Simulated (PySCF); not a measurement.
SMILES FBC(F)(F)F (CHBF₄), singlet at its B3LYP/def2-SVP optimised geometry (Å):

```
7

B      0.4768    -0.4963     0.0000
C     -0.3465     0.8883     0.0000
F     -1.6785     0.7317     0.0183
F     -0.0343     1.6046    -1.1022
F     -0.0066     1.6273     1.0781
F     -0.1839    -1.6273    -0.0039
H      1.6785    -0.4963     0.0000
```

Calculation: B3LYP/def2-TZVP (PySCF 2.14.0). Cells within 0.4 Å of a nucleus heavier than hydrogen are left out (blank, or x).

Map of the electron localisation function on the plane z = 0.0 Å:

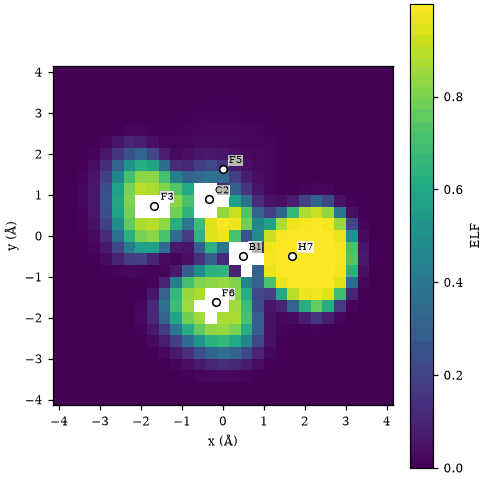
Electron localisation function on the plane z = 0.0 Å.
